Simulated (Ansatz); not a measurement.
## MgZrO3 (built on the sites of a database entry of BaZrO3): relaxing the cell for a phonon run

Task: relax MgZrO3 (built on the sites of a database entry of BaZrO3) tightly.

Calculated with Ansatz 0.2.0; DFT PBEsol, scalar-relativistic, plane waves, norm-conserving pseudopotentials.

The structure was built from a prototype and need not be the compound's stable phase.

## 1. Set-up

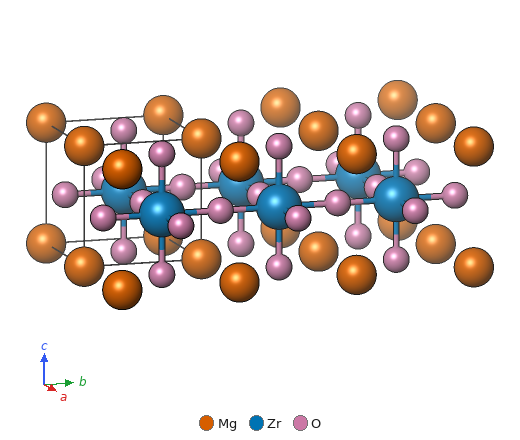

The cell as given, slightly off an axis (magnesium orange, zirconium blue, oxygen pink). 2×3×1 cells are drawn. Some periodic images of atoms are drawn too.

Coordinates:

```cif
data_structure
_symmetry_space_group_name_H-M 'P 1'
_symmetry_Int_Tables_number 1
_cell_length_a 3.5883
_cell_length_b 3.5883
_cell_length_c 3.5883
_cell_angle_alpha 90.000
_cell_angle_beta 90.000
_cell_angle_gamma 90.000
_cell_volume 46.20
loop_
_atom_site_label
_atom_site_type_symbol
_atom_site_fract_x
_atom_site_fract_y
_atom_site_fract_z
_atom_site_occupancy
Mg1 Mg 0.00000 0.00000 0.00000 1
Zr2 Zr 0.50000 0.50000 0.50000 1
O3 O 0.00000 0.50000 0.50000 1
O4 O 0.50000 0.00000 0.50000 1
O5 O 0.50000 0.50000 0.00000 1
```

## 2. A coarse first look

First a cheap look: the gap decides the mesh and the occupations, the pressure tells how far the cell has to move.

input.yaml

```yaml
crystal:
  lattice:
    - [3.58829, 0.0, 0.0]
    - [0.0, 3.58829, 0.0]
    - [0.0, 0.0, 3.58829]
  atoms:
    - { symbol: Mg, position: [0.0, 0.0, 0.0] }
    - { symbol: Zr, position: [0.5, 0.5, 0.5] }
    - { symbol: O, position: [0.0, 0.5, 0.5] }
    - { symbol: O, position: [0.5, 0.0, 0.5] }
    - { symbol: O, position: [0.5, 0.5, 0.0] }
kpoints:
  mp_grid: { grid: [6, 6, 6] }
hamiltonian:
  xc: pbesol
  pseudopotentials: { kind: nc }
scf:
  occupations: { method: gaussian, width: 0.1 }
output:
  forces: true
  stress: true
  eigenvalues: true
```

Command:

```console
> ansatz run input.yaml --threads 4 --pin off --max-ram 7168MiB --backend cpu --events-out ev --progress --plain --runs-dir out
```

Numbers of over 12 decimals in the logs are rounded to 6 here.

The log of the run:

```text
Engine: ansatz 0.2.0, aarch64-unknown-linux-gnu
Pseudopotentials: kind: nc
Pseudopotential: Mg, nc, valence charge 10, recommended cutoff 1142.878222 eV (normal), Mg.nc.azcp (PseudoDojo's, or run here from an input of PseudoDojo's: the run reads no file of this project's for it)
[...]
--- Band table (eV; the first three rows and the last of 20) ---
  k-point 0: bands = [... 16 lower, 10.7964, 14.0330, 14.0330, 14.0330, 14.7892, 17.1803, 17.1803, 17.1803]
  k-point 1: bands = [... 16 lower, 10.5741, 12.3851, 14.0334, 14.0334, 15.5841, 17.2665, 18.2035, 18.2035]
  k-point 2: bands = [... 16 lower, 10.3554, 10.3554, 14.0396, 14.0396, 17.2161, 17.4503, 20.1646, 20.1646]
  k-point 19: bands = [... 16 lower, 9.7216, 12.5454, 12.5454, 12.5454, 15.8014, 23.5998, 23.5998, 23.5998]
[key lines of the parts left out:]
SCF converged after 8 iterations
Free energy (F): -4335.773818 eV
Fermi energy:    14.446475 eV
P = ⅓ Tr σ = 138.0967 GPa (1380.967 kbar)
```

Wall time 1.1 s (4 threads of Arm Neoverse V2, shared host); peak memory 0.41 GiB; 4.2 s of CPU time.

A gap read on the k-mesh alone can miss the band edges.

This step gave:

| Item | Value |
| --- | --- |
| pressure | 138.1 GPa |
| volume per atom | 9.240 Å³ |
| gap on the k-mesh | 0.7335 eV |
| direct gap on mesh | 0.7562 eV |

The coarse mesh shows a gap of 0.73 eV and a pressure of 138.1 GPa.

## 3. Coarse relaxation

The start is far from rest, so a relaxation with loose tolerances brings it close first.

input.yaml: that of step 2 with these lines changed.

```diff
@@ -22 +22,6 @@
   eigenvalues: true
+relax:
+  adjacent_minimum: "off"
+  f_tol: 0.05
+  max_steps: 80
+  cell: { stress_tol: 0.5 }
```

The log of the run:

```text
[...]
Crystal: 5 atoms, lattice volume = 46.202 Å³
Basis set: ecut = 1142.878222 eV, 3959 PW (Γ), exchange–correlation on 80×80×80 points (8 copies of the dense FFT grid, shifted against one another)
Bands: 25, of which v1, the nominal top of the filled ones, is band 20 counted from 1 (19 counted from 0)
Symmetry: 48 space group operations
[...]
k-points: 20 of 216
[...]
F+E_penalty+E_count = -4342.42922145 eV   max|allowed force component| = 1.369e-29 eV/Å   (the final SCF, on the basis selected at the relaxed cell)
  cell:  # Å, volume = 67.4547 Å³
    - [4.070715, 0, 0]
    - [0, 4.070715, 0]
    - [0, 0, 4.070715]
  atoms:
    - { symbol: Mg, position: [0, 0, 0] }
    - { symbol: Zr, position: [0.5, 0.5, 0.5] }
    - { symbol: O, position: [0, 0.5, 0.5] }
    - { symbol: O, position: [0.5, 0, 0.5] }
    - { symbol: O, position: [0.5, 0.5, 0] }
[key lines of the parts left out:]
SCF converged after 4 iterations
Free energy (F): -4342.429221 eV
Fermi energy:    7.727766 eV
P = ⅓ Tr σ = 0.0623 GPa (0.623 kbar)
```

Run time: 12 s. Hardware: 4 threads; peak memory 0.52 GiB.

Relaxation path:

```csv
step,energy less that of the first step (eV),largest force component (eV/Å),pressure (GPa),volume (Å³)
1,0.0000,0.0000,138.10,46.20
2,-4.3087,0.0000,63.86,53.29
3,-6.1996,0.0000,16.87,61.23
4,-6.4058,0.0000,2.81,64.68
5,-6.4124,0.0000,-0.10,65.49
6*,-6.6230,0.0000,5.35,65.49
7,-6.6532,0.0000,1.16,67.02
8,-6.6547,0.0000,0.05,67.45
9*,-6.6554,0.0000,0.06,67.45
```

Relaxation steps marked * repeat the geometry before them on a plane-wave basis chosen anew for their cell, so energy and pressure can jump there.

Forces are held to the 48 operations that the run works with; a distortion that breaks them can't arise in this run.

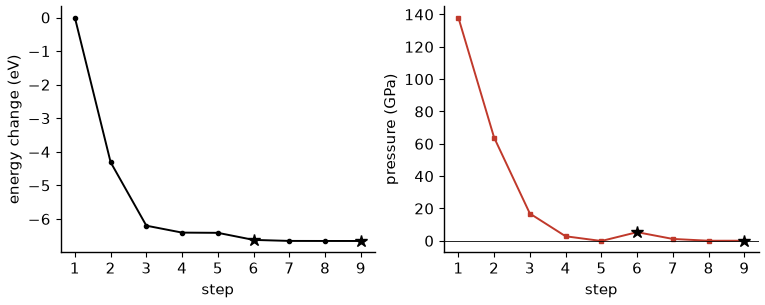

Energy and pressure along the relaxation. Stars mark steps on a basis chosen anew.

```csv
cell as run,before,after,change
a (Å),3.588,4.071,+13.4 %
b (Å),3.588,4.071,+13.4 %
c (Å),3.588,4.071,+13.4 %
volume (Å³/atom),9.24,13.49,+46.0 %
```

Numbers from this step:

```
pressure           : 0.06232 GPa
volume per atom    : 13.49 Å³
gap on the k-mesh  : 0.7826 eV
direct gap on mesh : 1.082 eV
```

In this step the volume went from 9.24 to 13.49 Å³/atom.

## 4. Relaxation

The cell and atoms are relaxed, since residual forces and stress would shift the frequencies.

input.yaml

```yaml
crystal:
  lattice:
    - [4.0707152588, 0.0, 0.0]
    - [0.0, 4.0707152588, 0.0]
    - [0.0, 0.0, 4.0707152588]
  atoms:
    - { symbol: Mg, position: [0.0, 0.0, 0.0] }
    - { symbol: Zr, position: [0.5, 0.5, 0.5] }
    - { symbol: O, position: [0.0, 0.5, 0.5] }
    - { symbol: O, position: [0.5, 0.0, 0.5] }
    - { symbol: O, position: [0.5, 0.5, 0.0] }
kpoints:
  mp_grid: { grid: [6, 6, 6] }
hamiltonian:
  xc: pbesol
  pseudopotentials: { kind: nc }
scf:
  occupations: { method: gaussian, width: 0.02 }
output:
  forces: true
  stress: true
  eigenvalues: true
  write_density: true
  write_potential: true
  elf: true
  volumetric_format: npy
relax:
  adjacent_minimum: "off"
  f_tol: 0.005
  max_steps: 80
  cell: { stress_tol: 0.05 }
```

The log of the run:

```text
[...]
Crystal: 5 atoms, lattice volume = 67.455 Å³
Basis set: ecut = 1142.878222 eV, 5887 PW (Γ), exchange–correlation on 90×90×90 points (8 copies of the dense FFT grid, shifted against one another)
Bands: 25, of which v1, the nominal top of the filled ones, is band 20 counted from 1 (19 counted from 0)
[... 1 set-up line as in the run before ...]
[...]
k-points: 20 of 216
[...]
SCF iter   1: F=—  HF=-4343.685159 eV  |F-HF|=—  |Δ(HF+E_count)|=         —  Δρ=6.73e-2  dr2=3.37e0  ethr=3.10e-3  ⟨swp⟩=6.5  Hψ=2353  notcnv=0
[...]
SCF iter   8: F=-4342.429221 eV  HF=-4342.429221 eV  |F-HF|=3.51e-9  |Δ(HF+E_count)|=   4.36e-7  Δρ=5.05e-6  dr2=1.55e-8  ethr=2.50e-10  ⟨swp⟩=16.7  Hψ=4326  notcnv=0
SCF 1 converged in 8 iterations: F = -4342.429221 eV  dr2 = 1.55e-8
relax step   1: F+E_penalty+E_count = -4342.42922145 eV  Δ(F+E_penalty+E_count) = +0.000e0 eV  max|allowed force component| = 5.732e-29 eV/Å  Δτ_max = 0.0000 Å  P = +0.062 GPa  Ω = 67.455 Å³  (8 SCF iters, dr2 threshold 1.00e-7 eV, accepted)
Crystal: 5 atoms, lattice volume = 67.485 Å³
[...]
SCF iter   4: F=-4342.429219 eV  HF=-4342.429219 eV  |F-HF|=1.24e-9  |Δ(HF+E_count)|=   2.31e-8  Δρ=2.95e-6  dr2=4.11e-9  ethr=2.42e-11  ⟨swp⟩=7.2  Hψ=3533  notcnv=0
SCF 2 converged in 4 iterations: F = -4342.429219 eV  dr2 = 4.11e-9
relax step   2: F+E_penalty+E_count = -4342.42921883 eV  Δ(F+E_penalty+E_count) = +2.622e-6 eV  max|allowed force component| = 1.446e-29 eV/Å  Δτ_max = 0.0000 Å  P = -0.013 GPa  Ω = 67.485 Å³  energy of the carried Pulay correction = -7.251e-6 eV  (4 SCF iters, dr2 threshold 9.69e-9 eV, accepted)
[...]
SCF iter   1: F=—  HF=-4342.429566 eV  |F-HF|=—  |Δ(HF+E_count)|=         —  Δρ=5.96e-6  dr2=6.75e-9  ethr=3.79e-7  ⟨swp⟩=4.0  Hψ=4038  notcnv=0
eigensolver tolerance schedule: the retry pair's looser diagonalisation over-reported the residual by 22485.32 of it (diagonalisation noise at an unbounded share of the residual, at the tolerance the schedule requests for it); recorded, not acted on — ethr = c·dr2/N_el stays at c = 1.0e-1
[...]
SCF iter   2: F=—  HF=-4342.429231 eV  |F-HF|=—  |Δ(HF+E_count)|=   3.35e-4  Δρ=2.54e-6  dr2=1.90e-9  ethr=1.69e-11  ⟨swp⟩=4.0  Hψ=1492  notcnv=0
[...]
SCF iter   4: F=-4342.429231 eV  HF=-4342.429231 eV  |F-HF|=1.36e-11  |Δ(HF+E_count)|=  3.36e-10  Δρ=6.20e-7  dr2=4.50e-11  ethr=1.00e-12  ⟨swp⟩=6.8  Hψ=3088  notcnv=0
SCF 3 converged in 4 iterations: F = -4342.429231 eV  dr2 = 4.50e-11
relax step   3: F+E_penalty+E_count = -4342.42923106 eV  Δ(F+E_penalty+E_count) = -1.223e-5 eV  max|allowed force component| = 2.309e-29 eV/Å  Δτ_max = 0.0000 Å  P = -0.013 GPa  Ω = 67.485 Å³  stress off target by 1.28e-2 GPa  SCF on the basis re-selected at this cell (its energy is not comparable with the rows above)  (4 SCF iters)
[...]
SCF converged after 4 iterations
Free energy (F): -4342.429231 eV
[...]
Internal energy: -4342.429231 eV  (E = F + TS)
E sigma→0 (E₀):  -4342.429231 eV
Fermi energy:    7.709404 eV
[...]
--- Stress (GPa, compression-positive) ---
       -0.012769       0.000000       0.000000
        0.000000      -0.012769      -0.000000
        0.000000      -0.000000      -0.012769
  P = ⅓ Tr σ = -0.0128 GPa (-0.128 kbar)
--- Band table (eV; the first three rows and the last of 20) ---
  k-point 0: bands = [... 16 lower, 6.2868, 7.0186, 7.0186, 7.0186, 8.0998, 11.1252, 11.1252, 11.1252, ... 1 higher]
  k-point 1: bands = [... 16 lower, 6.0699, 6.1712, 6.9752, 6.9752, 8.8115, 11.1676, 11.7189, 11.7189, ... 1 higher]
  k-point 2: bands = [... 16 lower, 5.7537, 5.9539, 6.9462, 6.9462, 10.1195, 11.2556, 12.8384, 12.8384, ... 1 higher]
  k-point 19: bands = [... 16 lower, 3.7935, 7.3185, 7.3185, 7.3185, 9.6025, 15.0384, 15.0384, 15.0384, ... 1 higher]
--- Relaxed structure (2 steps of the walk, 2 accepted, 1 SCFs on fresh bases) ---
[...]
cell:  # Å, volume = 67.4849 Å³
    - [4.071323, 0, 0]
    - [0, 4.071323, 0.0]
    - [0, 0.0, 4.071323]
  atoms:
    - { symbol: Mg, position: [0, 0, 0] }
    - { symbol: Zr, position: [0.5, 0.5, 0.5] }
    - { symbol: O, position: [0, 0.5, 0.5] }
    - { symbol: O, position: [0.5, 0, 0.5] }
    - { symbol: O, position: [0.5, 0.5, 0] }
```

It took 5.3 s on 4 threads; peak memory 0.53 GiB; 20 s of CPU time.

Little changed from the start: no atom moved by 0.005 Å and no cell edge by 0.1 %.

This step gave:

| Quantity | Value |
| --- | --- |
| pressure | -0.01277 GPa |
| gap on the k-mesh | 0.7813 eV |
| volume per atom | 13.50 Å³ |
| direct gap on mesh | 1.081 eV |

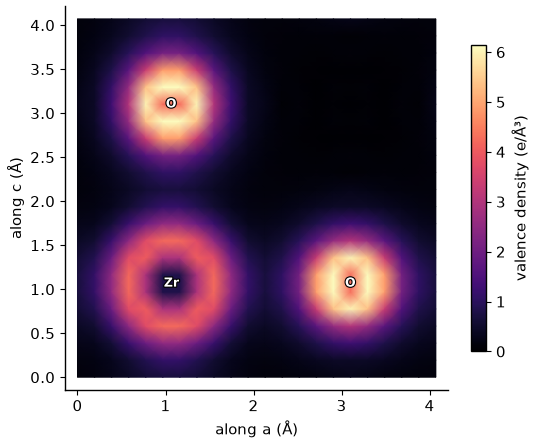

Valence density in the ac plane at fractional y = 0.500, with atoms of Zr and O within 0.2 Å of it. It is the smooth field of the valence electrons, not physical close to the nuclei. The map starts off the cell's origin, so that atoms lie inside it.

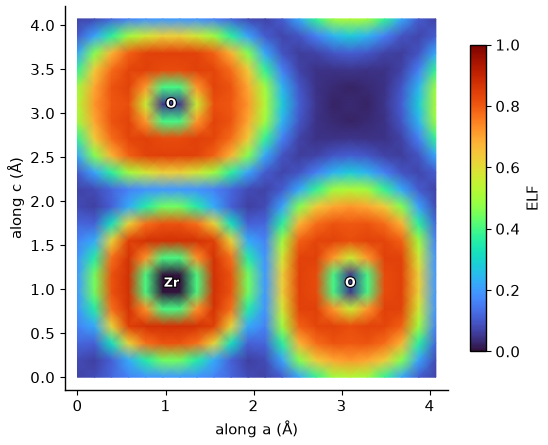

ELF in the ac plane at fractional y = 0.500, with atoms of Zr and O within 0.2 Å of it. It is the smooth field of the valence electrons, not physical close to the nuclei. The map starts off the cell's origin, so that atoms lie inside it.

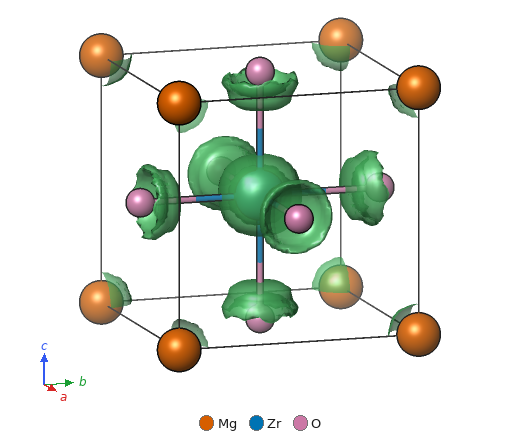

Surface of ELF = 0.83.

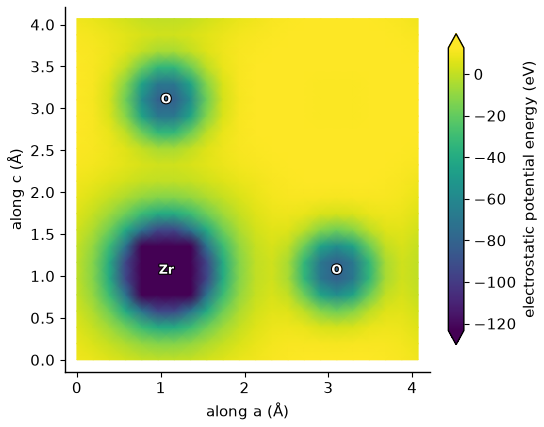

Electrostatic potential energy in the ac plane at fractional y = 0.500, with atoms of Zr and O within 0.2 Å of it. With pseudopotentials it is smooth inside the atoms' cores, unlike the true potential. The map starts off the cell's origin, so that atoms lie inside it.

In this step the volume went from 13.49 to 13.50 Å³/atom.

## 5. Tight relaxation

Phonons need a cell at rest on their own settings, so the relaxation is repeated with tight tolerances on forces and stress, using the mesh and the filling of the phonon run that follows.

input.yaml

```yaml
crystal:
  lattice:
    - [4.0713234467, 0.0, 0.0]
    - [0.0, 4.0713234467, 0.0]
    - [0.0, 0.0, 4.0713234467]
  atoms:
    - { symbol: Mg, position: [0.0, 0.0, 0.0] }
    - { symbol: Zr, position: [0.5, 0.5, 0.5] }
    - { symbol: O, position: [0.0, 0.5, 0.5] }
    - { symbol: O, position: [0.5, 0.0, 0.5] }
    - { symbol: O, position: [0.5, 0.5, 0.0] }
kpoints:
  mp_grid: { grid: [8, 8, 8] }
hamiltonian:
  xc: pbesol
  pseudopotentials: { kind: nc }
scf:
  occupations: { method: fixed }
output:
  forces: true
  stress: true
  eigenvalues: true
relax:
  adjacent_minimum: "off"
  f_tol: 0.001
  max_steps: 60
  cell: { stress_tol: 0.01 }
```

The log of the run:

```text
[...]
Crystal: 5 atoms, lattice volume = 67.485 Å³
Basis set: ecut = 1142.878222 eV, 5887 PW (Γ), exchange–correlation on 90×90×90 points (8 copies of the dense FFT grid, shifted against one another)
Bands: 25, of which v1, the nominal top of the filled ones, is band 20 counted from 1 (19 counted from 0)
[... 1 set-up line as in the run before ...]
[...]
k-points: 35 of 512
[...]
--- Relaxed structure (2 steps of the walk, 2 accepted, 1 SCFs on fresh bases) ---
[...]
cell:  # Å, volume = 67.4787 Å³
    - [4.071198, 0, 0.0]
    - [0, 4.071198, 0.0]
    - [0.0, 0.0, 4.071198]
  atoms:
    - { symbol: Mg, position: [0, 0, 0] }
    - { symbol: Zr, position: [0.5, 0.5, 0.5] }
    - { symbol: O, position: [0, 0.5, 0.5] }
    - { symbol: O, position: [0.5, 0, 0.5] }
    - { symbol: O, position: [0.5, 0.5, 0] }
[key lines of the parts left out:]
SCF converged after 7 iterations
Free energy (F): -4342.429876 eV
Fermi energy:    7.318983 eV
P = ⅓ Tr σ = 0.0028 GPa (0.028 kbar)
```

Run time: 8.6 s. Hardware: 4 threads; peak memory 0.58 GiB; 34 s of CPU time.

Little changed from the start: no atom moved by 0.005 Å and no cell edge by 0.1 %.

This step gave:

```
pressure           : 0.002750 GPa
gap on the k-mesh  : 0.7822 eV
direct gap on mesh : 1.082 eV
```

The forces vanish by symmetry and the pressure is 0.003 GPa, within the tolerances set. The cell now holds 13.50 Å³/atom.

## 6. Summary of results

* space group after relaxation (within 0.01 Å): Pm-3m
* lattice constant a: 4.071 Å
* lattice constant b: 4.071 Å
* lattice constant c: 4.071 Å
* volume per atom: 13.5 Å³
* gap on the k-mesh: 0.782 eV

In words: The forces vanish by symmetry and the pressure is 0.003 GPa, within the tolerances set. The cell now holds 13.50 Å³/atom. The relaxation keeps the symmetry of its start, so it says nothing on stability against lower symmetry. The starting cell was built on a prototype and not taken from a measurement, so the phase need not exist.

[Logs are printed without paths, hosts, clocks, repeated set-up lines and the standing remarks that a program may print on its own settings, such as how far it seeks lower states.]

[Hosts, paths, dates, database ids (printed as entryN), source tags and the programs' standing remarks are cut or masked in the printed files.]
